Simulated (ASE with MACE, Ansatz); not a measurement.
## Site preference of P in place of Ge in Σ17 (410)[001] symmetric tilt boundary in Si with 25 % Ge, 4 of 16 solute atoms at the boundaries (64 atoms)

At which site of Σ17 (410)[001] symmetric tilt boundary in Si with 25 % Ge, 4 of 16 solute atoms at the boundaries (64 atoms) does P in place of Ge cost least, and what about the site decides it?

Calculated with Ansatz 0.2.0; Kohn-Sham DFT, PBE, PAW (set soft_2), plane waves.

## (1) The starting structure

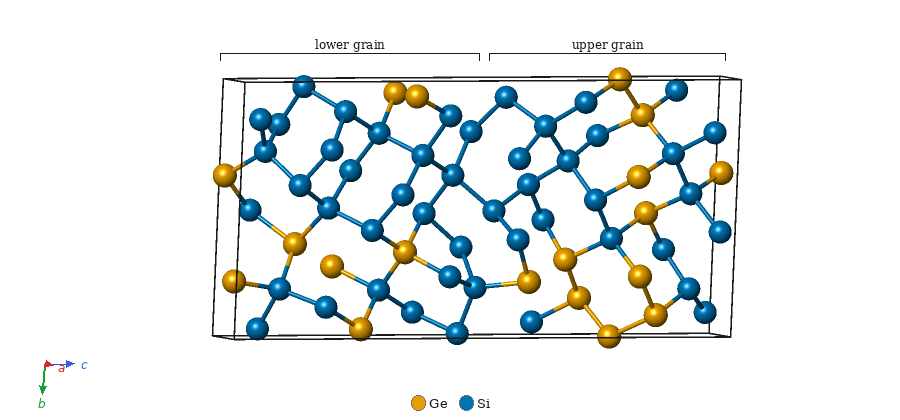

Start, viewed from the side, with the c axis across the page; germanium orange, silicon blue. Some periodic images of atoms are drawn too.

The cell holds 64 atoms: 16 Ge and 48 Si. Its edges and angles: a = 5.541 Å, b = 11.755 Å, c = 22.215 Å, α = 90.0°, β = 90.0°, γ = 103.6°. It derives from Si and Ge. Two grains of Si, mirror images, two boundaries a cell, the joint chosen and relaxed with the MACE-MP-0b2 potential; the cell scaled by Vegard's rule for 16 Ge among 64 atoms, 4 of them put at random on the 32 sites nearest the other grain and the rest on the 32 sites farthest from it; atoms relaxed with that potential at fixed cell. Lattice constants are starting values near those of PBE. Regions: lower grain, 32 atoms (7 Ge and 25 Si); upper grain, 32 atoms (23 Si and 9 Ge).

Limits known from the start: The cell is under 6 Å thick along one periodic direction, so every atom has periodic images of itself close by, which move with it and show among its neighbours and in g(r).

## (2) Single point at the start

The forces at the start show how far the geometry lies from a minimum of this functional.

File input.yaml:

```yaml
crystal:
  lattice:
    - [5.54146, 0.0, 0.0]
    - [-2.77073, 11.42402, 0.0]
    - [0.0, 0.0, 22.21503]
  atoms:
    - { symbol: Ge, position: [0.22102, 0.37352, 0.98797] }
    - { symbol: Si, position: [0.69993, 0.14963, 0.0345] }
    - { symbol: Ge, position: [0.76596, 0.77775, 0.99173] }
    - { symbol: Si, position: [0.43209, 0.27755, 0.05844] }
    - { symbol: Si, position: [0.42155, 0.96755, 0.05775] }
    - { symbol: Si, position: [0.02853, 0.51159, 0.05009] }
    - { symbol: Si, position: [0.04849, 0.17867, 0.09986] }
    - { symbol: Si, position: [0.60678, 0.81053, 0.09108] }
    - { symbol: Si, position: [0.71079, 0.40684, 0.11909] }
    - { symbol: Si, position: [0.21481, 0.0296, 0.13985] }
    - { symbol: Ge, position: [0.2949, 0.64061, 0.13164] }
    - { symbol: Si, position: [0.86556, 0.26726, 0.17358] }
    - { symbol: Si, position: [0.88744, 0.87796, 0.17361] }
    - { symbol: Si, position: [0.48416, 0.49865, 0.18828] }
    - { symbol: Si, position: [0.52262, 0.12324, 0.21273] }
    - { symbol: Ge, position: [0.08008, 0.73121, 0.21789] }
    - { symbol: Si, position: [0.16444, 0.35787, 0.24366] }
    - { symbol: Ge, position: [0.69161, 0.96715, 0.25435] }
    - { symbol: Si, position: [0.76087, 0.58225, 0.26604] }
    - { symbol: Si, position: [0.33312, 0.21069, 0.29051] }
    - { symbol: Si, position: [0.36314, 0.8204, 0.30106] }
    - { symbol: Si, position: [0.9362, 0.44208, 0.31712] }
    - { symbol: Ge, position: [0.99481, 0.0587, 0.33468] }
    - { symbol: Ge, position: [0.55659, 0.67055, 0.3428] }
    - { symbol: Si, position: [0.62142, 0.29374, 0.36775] }
    - { symbol: Si, position: [0.16705, 0.90945, 0.3797] }
    - { symbol: Si, position: [0.22727, 0.52553, 0.39238] }
    - { symbol: Si, position: [0.77994, 0.13802, 0.41355] }
    - { symbol: Si, position: [0.84778, 0.76257, 0.42223] }
    - { symbol: Si, position: [0.38343, 0.3747, 0.44021] }
    - { symbol: Si, position: [0.45311, 0.98927, 0.45936] }
    - { symbol: Si, position: [0.15812, 0.65779, 0.4724] }
    - { symbol: Si, position: [0.16942, 0.9164, 0.96959] }
    - { symbol: Si, position: [0.85996, 0.59391, 0.96264] }
    - { symbol: Si, position: [0.90325, 0.20715, 0.94189] }
    - { symbol: Si, position: [0.45082, 0.8198, 0.92216] }
    - { symbol: Si, position: [0.53551, 0.44916, 0.91444] }
    - { symbol: Si, position: [0.06037, 0.05327, 0.89801] }
    - { symbol: Si, position: [0.13576, 0.67143, 0.88167] }
    - { symbol: Si, position: [0.67851, 0.29105, 0.86966] }
    - { symbol: Ge, position: [0.73289, 0.91729, 0.84547] }
    - { symbol: Ge, position: [0.31575, 0.52693, 0.83565] }
    - { symbol: Ge, position: [0.34939, 0.1453, 0.81924] }
    - { symbol: Ge, position: [0.92714, 0.76467, 0.80189] }
    - { symbol: Ge, position: [0.9646, 0.37668, 0.78939] }
    - { symbol: Ge, position: [0.5345, 0.00264, 0.76227] }
    - { symbol: Si, position: [0.59305, 0.6202, 0.75573] }
    - { symbol: Si, position: [0.1334, 0.22692, 0.73938] }
    - { symbol: Ge, position: [0.19808, 0.85658, 0.71272] }
    - { symbol: Si, position: [0.75353, 0.46842, 0.7137] }
    - { symbol: Si, position: [0.82416, 0.08736, 0.68289] }
    - { symbol: Ge, position: [0.3994, 0.70499, 0.67309] }
    - { symbol: Si, position: [0.43344, 0.32055, 0.66917] }
    - { symbol: Si, position: [0.01159, 0.9519, 0.62734] }
    - { symbol: Si, position: [0.04639, 0.55473, 0.64054] }
    - { symbol: Si, position: [0.60085, 0.18275, 0.61353] }
    - { symbol: Ge, position: [0.70216, 0.78631, 0.5885] }
    - { symbol: Si, position: [0.22906, 0.41462, 0.60006] }
    - { symbol: Si, position: [0.27941, 0.07403, 0.5457] }
    - { symbol: Si, position: [0.8683, 0.62009, 0.556] }
    - { symbol: Si, position: [0.88399, 0.30445, 0.55129] }
    - { symbol: Si, position: [0.5441, 0.80879, 0.48745] }
    - { symbol: Si, position: [0.47641, 0.51271, 0.52194] }
    - { symbol: Si, position: [0.09298, 0.20952, 0.48607] }
kpoints:
  mp_grid: { grid: [2, 1, 1] }
hamiltonian:
  xc: pbe
scf:
  occupations: { method: fermi_dirac, width: 0.025 }
output:
  forces: true
```

Started as:

```bash
$ ansatz run input.yaml --threads 6 --pin off --max-ram 102400MiB --backend cuda --events-out ev --progress --plain --runs-dir out
```

Numbers of over 12 decimals in the logs are rounded to 6 here.

Output:

```text
Engine: ansatz 0.2.0, x86_64-unknown-linux-gnu
Pseudopotentials: kind: paw
Pseudopotential: Ge, paw, valence charge 14, recommended cutoff 420 eV (normal), Ge.paw.azcp
Pseudopotential: Si, paw, valence charge 4, recommended cutoff 420 eV (normal), Si.paw.azcp
[... 5 lines on functional and potentials left out ...]
device memory: the entry about to start is reckoned to put 7.4 GiB on a device that reports 78.6 GiB free
GPU FFT provider: cuFFT
GPU libraries: cuBLAS 13.8.2, cuFFT 12.4.0, cuSOLVER 12.3.4
Crystal: 64 atoms, lattice volume = 1406.339 Å³
Basis set: ecut = 420 eV, 27449 PW (Γ), exchange–correlation on 80×160×300 points (8 copies of the dense FFT grid, shifted against one another)
Bands: 272, of which v1, the nominal top of the filled ones, is band 208 counted from 1 (207 counted from 0)
Symmetry: 1 space group operations
Space group: P1 (ITA 1), of the structure as read, at distance tolerance 1.1e-4 Å
k-points: 2
[... 5 lines on functional and potentials left out ...]
Initial density: superposition of atomic densities (neutral atoms: chi_scale 0, normalization atom), corrected by the library's trained network
Initial wavefunctions: pseudopotential atomic-orbital guess
GPU buffer pool allocated for 480000 grid points (all kernels)
GPU transforms: local potential and band sums: pruned to the plane-wave sphere, on 40×80×150
Functional: x = pbe(κ = 0.804, μ = 0.219515), c = pbe(β = 0.066725)
SCF iter   1: F=—  HF=-99231.239085 eV  |F-HF|=—  |Δ(HF+E_count)|=         —  Δρ=2.23e-3  dr2=2.41e-1  ethr=1.77e-3  ⟨swp⟩=6.0  Hψ=2230  notcnv=0  defer=46
preconditioner: auto → Resta (q_TF=auto, 2.227 Å⁻¹)  ε∞=5.3  [insulator: Δε(μ)=0.571 eV  Ē_g=7.623 eV  σ=0.025 eV  W_gap=1.00  n_scr=238 (ndim 8)  ℏωp=15.8 eV  f_vac=0.003  D(μ)=0.00/eV (n_scr^D=0)  ε∞_Penn≈5.3]
SCF iter   2: F=—  HF=-99231.211078 eV  |F-HF|=—  |Δ(HF+E_count)|=   2.80e-2  Δρ=1.30e-3  dr2=5.56e-2  ethr=5.78e-5  ⟨swp⟩=2.0  Hψ=634  notcnv=0  defer=101
SCF iter   3: F=—  HF=-99231.208400 eV  |F-HF|=—  |Δ(HF+E_count)|=   2.68e-3  Δρ=6.03e-4  dr2=3.71e-3  ethr=1.34e-5  ⟨swp⟩=2.0  Hψ=860  notcnv=0  defer=39
automatic band count: iteration 3 solves 241 bands in place of 272: the levels show a gap, and the empty bands left out lie too high to hold charge; the band table lists the bands solved (type scf.n_extra_bands for more)
SCF iter   4: F=—  HF=-99231.204380 eV  |F-HF|=—  |Δ(HF+E_count)|=   4.02e-3  Δρ=2.04e-4  dr2=7.63e-4  ethr=8.93e-7  ⟨swp⟩=2.0  Hψ=846  notcnv=0  defer=39
SCF iter   5: F=—  HF=-99231.204868 eV  |F-HF|=—  |Δ(HF+E_count)|=   4.88e-4  Δρ=6.94e-5  dr2=6.54e-5  ethr=1.84e-7  ⟨swp⟩=2.0  Hψ=846  notcnv=0  defer=39
SCF iter   6: F=—  HF=-99231.204699 eV  |F-HF|=—  |Δ(HF+E_count)|=   1.69e-4  Δρ=1.41e-5  dr2=4.05e-6  ethr=1.57e-8  ⟨swp⟩=2.0  Hψ=846  notcnv=0  defer=39
SCF iter   7: F=—  HF=-99231.204704 eV  |F-HF|=—  |Δ(HF+E_count)|=   4.68e-6  Δρ=6.93e-6  dr2=7.02e-7  ethr=9.75e-10  ⟨swp⟩=2.0  Hψ=846  notcnv=0  defer=39
SCF iter   8: F=-99231.204703 eV  HF=-99231.204703 eV  |F-HF|=1.48e-8  |Δ(HF+E_count)|=   3.05e-7  Δρ=2.16e-6  dr2=7.60e-8  ethr=2.40e-11  ⟨swp⟩=3.0  Hψ=1787  notcnv=0
SCF 1 converged in 8 iterations: F = -99231.204703 eV  dr2 = 7.60e-8
  greatest PAW one-centre occupation: 0.998 electrons in one spin orbital (limit 2), on the Ge atom at site 48 (counted from 0), in its partial waves of l = 2
SCF converged after 8 iterations
Free energy (F): -99231.204703 eV
Harris-Foulkes:  -99231.204703 eV  (|F-HF|=1.48e-8)
Internal energy: -99231.204695 eV  (E = F + TS)
E sigma→0 (E₀):  -99231.204699 eV
Entropy (-TS):   -0.000008 eV (-0.000 meV/atom)
Fermi energy:    6.321745 eV
--- Per-component energies (eV) ---
  E_band       = -2593.209837
  E_kinetic    = 3666.899937
  E_local      = -58624.252217  (includes V_loc(G=0)·N_el)
  E_nonlocal   = 7928.665872
  E_hartree    = 26401.694282
  E_xc         = -3833.562944
  E_vxc        = -3244.836468  (∫ρ·V_xc dr)
  E_paw        = -56926.379009  (= ΣΔE_a)
  E_vpaw       = -5123.055787  (= ΣTr[D̂ρ^β])
  E_aug_tail   = 0.005000  (compensation charges beyond the density's cutoff)
  E_ewald      = -17844.275616
  E_smearing   = -0.000008  (= −TS)
  E_closure    = 0.000000  (closes the sum)
  Σ components = -99231.204703   (vs F -99231.204703, Δ=0.00e0)
--- Forces (eV/Å), atoms counted from 1 ---
  atom   1  Ge    -0.00062879    -0.15939202    -0.10111763
  atom   2  Si    -0.20483113    -0.53111062    -0.38759681
  atom   3  Ge    -0.06347818    -0.17882632    -0.01581548
  atom   4  Si    -0.05745482     0.02777752     0.00244797
  atom   5  Si    -0.04059528     0.06745423     0.11388545
  atom   6  Si    -0.04692959     0.08895861    -0.01208551
  atom   7  Si     0.28617920    -0.33121060     0.19828930
  atom   8  Si    -0.15577666     0.08743548    -0.04824120
  atom   9  Si    -0.21853397     0.06018976    -0.09439088
  atom  10  Si    -0.16293891    -0.08854115    -0.00074256
  atom  11  Ge     0.14472623    -0.01324771    -0.09404762
  atom  12  Si    -0.11481901     0.08628113     0.24103958
  atom  13  Si     0.14511004     0.09338291     0.22553103
  atom  14  Si    -0.20129648     0.02881580     0.01473820
[...]
atom  63  Si     0.65576636    -0.48166113    -0.15799479
  atom  64  Si    -0.12590834     0.17378369    -0.18303111
  max |Σ_I F_I| component: 1.62e-5 eV/Å
```

Run time: 5.1 s. Hardware: 1 × NVIDIA H100 80GB HBM3 with 6 threads of AMD EPYC 7R13 (Zen 3), shared host; peak memory 1.2 GiB; 4 s of CPU time.

Reading the cycles: dr2 is the Hartree energy of the density residual (eV), the measure of convergence; HF is the Harris–Foulkes estimate of the energy, which meets the free energy F at convergence.

That memory is the host's; the program planned 7.4 GiB on the GPU.

The r.m.s. force at the start is 0.16 eV/Å.

## (3) Relaxation

With the cell held, the atoms are moved downhill towards a nearby minimum.

File input.yaml:

```yaml
crystal:
  lattice:
    - [5.54146, 0.0, 0.0]
    - [-2.77073, 11.42402, 0.0]
    - [0.0, 0.0, 22.21503]
  atoms:
    [... the 64 atom lines of step 2 ...]
kpoints:
  mp_grid: { grid: [2, 1, 1] }
hamiltonian:
  xc: pbe
scf:
  occupations: { method: fermi_dirac, width: 0.025 }
output:
  forces: true
relax:
  f_tol: 0.05
  max_steps: 150
```

Output:

```text
[...]
GPU FFT provider: cuFFT
GPU libraries: cuBLAS 13.8.2, cuFFT 12.4.0, cuSOLVER 12.3.4
Crystal: 64 atoms, lattice volume = 1406.339 Å³
Basis set: ecut = 420 eV, 27449 PW (Γ), exchange–correlation on 80×160×300 points (8 copies of the dense FFT grid, shifted against one another)
Bands: 272, of which v1, the nominal top of the filled ones, is band 208 counted from 1 (207 counted from 0)
Symmetry: 1 space group operations
[...]
k-points: 2
[...]
GPU buffer pool allocated for 480000 grid points (all kernels)
[...]
SCF iter   1: F=—  HF=-99231.239086 eV  |F-HF|=—  |Δ(HF+E_count)|=         —  Δρ=2.23e-3  dr2=2.41e-1  ethr=1.77e-3  ⟨swp⟩=6.0  Hψ=2230  notcnv=0  defer=46
[...]
SCF iter   6: F=-99231.204701 eV  HF=-99231.204699 eV  |F-HF|=2.53e-6  |Δ(HF+E_count)|=   4.35e-6  Δρ=1.41e-5  dr2=4.07e-6  ethr=1.50e-8  ⟨swp⟩=4.0  Hψ=1386  notcnv=0
SCF 1 converged in 6 iterations: F = -99231.204701 eV  dr2 = 4.07e-6
[...]
relax step   1: F+E_penalty+E_count = -99231.20470108 eV  Δ(F+E_penalty+E_count) = +0.000e0 eV  max|allowed force component| = 6.558e-1 eV/Å  Δτ_max = 0.0000 Å  (6 SCF iters, dr2 threshold 6.25e-5 eV, accepted)
[... from here on, the SCF cycles and remarks between the steps are left out ...]
relax step   2: F+E_penalty+E_count = -99231.67131947 eV  Δ(F+E_penalty+E_count) = -4.666e-1 eV  max|allowed force component| = 6.900e-1 eV/Å  Δτ_max = 0.1948 Å  (6 SCF iters, dr2 threshold 2.69e-5 eV, accepted)
relax step   3: F+E_penalty+E_count = -99231.94568931 eV  Δ(F+E_penalty+E_count) = -2.744e-1 eV  max|allowed force component| = 8.863e-1 eV/Å  Δτ_max = 0.2000 Å  (6 SCF iters, dr2 threshold 2.98e-5 eV, accepted)
relax step   4: F+E_penalty+E_count = -99232.26772532 eV  Δ(F+E_penalty+E_count) = -3.220e-1 eV  max|allowed force component| = 1.061e0 eV/Å  Δτ_max = 0.1950 Å  (6 SCF iters, dr2 threshold 1.00e-4 eV, accepted)
relax step   5: F+E_penalty+E_count = -99232.59475078 eV  Δ(F+E_penalty+E_count) = -3.270e-1 eV  max|allowed force component| = 1.002e0 eV/Å  Δτ_max = 0.1950 Å  (6 SCF iters, dr2 threshold 1.00e-4 eV, accepted)
relax step   6: F+E_penalty+E_count = -99232.84670166 eV  Δ(F+E_penalty+E_count) = -2.520e-1 eV  max|allowed force component| = 4.590e-1 eV/Å  Δτ_max = 0.1960 Å  (6 SCF iters, dr2 threshold 1.00e-4 eV, accepted)
relax step   7: F+E_penalty+E_count = -99232.99876258 eV  Δ(F+E_penalty+E_count) = -1.521e-1 eV  max|allowed force component| = 1.422e-1 eV/Å  Δτ_max = 0.2000 Å  (6 SCF iters, dr2 threshold 4.43e-5 eV, accepted)
relax step   8: F+E_penalty+E_count = -99233.00951824 eV  Δ(F+E_penalty+E_count) = -1.076e-2 eV  max|allowed force component| = 6.651e-2 eV/Å  Δτ_max = 0.0478 Å  (7 SCF iters, accepted)
relax step   9: F+E_penalty+E_count = -99233.01075815 eV  Δ(F+E_penalty+E_count) = -1.240e-3 eV  max|allowed force component| = 5.116e-2 eV/Å  Δτ_max = 0.0158 Å  (6 SCF iters, accepted)
relax step  10: F+E_penalty+E_count = -99233.01136812 eV  Δ(F+E_penalty+E_count) = -6.100e-4 eV  max|allowed force component| = 4.897e-3 eV/Å  Δτ_max = 0.0101 Å  (6 SCF iters, accepted)
SCF converged after 6 iterations
Free energy (F): -99233.011368 eV
[...]
Internal energy: -99233.011368 eV  (E = F + TS)
E sigma→0 (E₀):  -99233.011368 eV
Fermi energy:    6.357140 eV
[...]
--- Forces (eV/Å), atoms counted from 1 ---
  atom   1  Ge     0.00266125    -0.00173436    -0.00140746
  atom   2  Si     0.00077880     0.00047495     0.00050806
  atom   3  Ge    -0.00007304    -0.00002291    -0.00340365
  atom   4  Si     0.00107435     0.00038308    -0.00292871
  atom   5  Si    -0.00063028     0.00102005    -0.00023610
  atom   6  Si     0.00095451    -0.00288299     0.00298556
  atom   7  Si     0.00009057     0.00109545    -0.00086497
  atom   8  Si    -0.00135755    -0.00026383     0.00051582
  atom   9  Si     0.00047583     0.00181031    -0.00056953
  atom  10  Si    -0.00027191    -0.00043412    -0.00001379
  atom  11  Ge    -0.00245251    -0.00042247    -0.00137900
  atom  12  Si     0.00018350     0.00040920     0.00070507
  atom  13  Si     0.00001287     0.00039121     0.00027555
  atom  14  Si    -0.00054790    -0.00489744    -0.00089891
[...]
atom  63  Si    -0.00040550    -0.00012760    -0.00099551
  atom  64  Si    -0.00125880    -0.00015938    -0.00015289
  max |Σ_I F_I| component: 8.02e-6 eV/Å
--- Relaxed structure (10 steps of the walk, 10 accepted, 0 SCFs on fresh bases) ---
  F+E_penalty+E_count = -99233.01136812 eV   max|allowed force component| = 4.897e-3 eV/Å
  atoms:
    - { symbol: Ge, position: [0.210589, 0.371211, 0.987232] }
    - { symbol: Si, position: [0.679344, 0.140332, 0.032617] }
    - { symbol: Ge, position: [0.757722, 0.777972, 0.990794] }
    - { symbol: Si, position: [0.410799, 0.269723, 0.057818] }
[...]
- { symbol: Si, position: [0.083245, 0.217278, 0.485653] }
```

It took 12 s on 1 × NVIDIA H100 80GB HBM3 with 6 threads; peak memory 1.3 GiB.

That memory is the host's; the program planned 7.4 GiB on the GPU.

The relaxation converged after 10 steps, 1.81 eV below its start, with a largest force component of 0.0049 eV/Å.

(Part 1 of 4 ends here.)

[Logs are printed without paths, hosts, clocks, repeated set-up lines and the standing remarks that a program may print on its own settings, such as how far it seeks lower states.]

[Hosts, paths, dates, database ids (printed as entryN), source tags and the programs' standing remarks are cut or masked in the printed files.]
